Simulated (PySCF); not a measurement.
Vertical excitations of a molecule CH5F2NSi2 from TDA-PBE/def2-SVPD in PySCF, as energy in eV (oscillator strength): 3.38 (0.002), 5.21 (0.000), 5.52 (0.173), 5.64 (0.007), 5.78 (0.038), 6.10 (0.027), 6.28 (0.001), 6.53 (0.076), 6.75 (0.003), 6.77 (0.067). Lowest triplet (TDA): 2.70 eV. Geometry optimised at TPSSh-D3(BJ)/def2-SVP. One conformer was computed; it need not be the lowest.

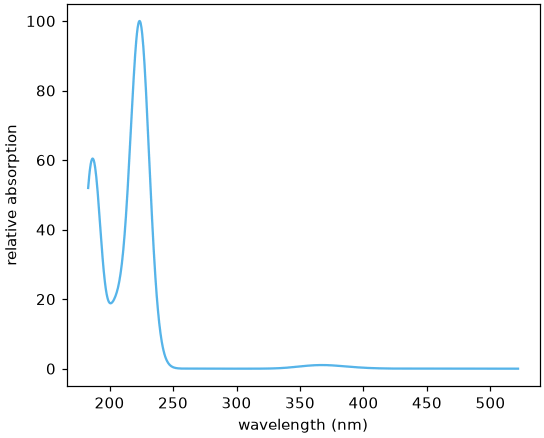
Figure. The lines broadened by 0.4 eV.

Task: Which structure fits?
A) FC1(F)[SiH2]N[SiH2]1
B) F[Si@H]1CN[Si@@H]1F
C) F[SiH](F)/C=N/[SiH3]
D) F[SiH2]/C=N/[SiH2]F

Result: D, F[SiH2]/C=N/[SiH2]F
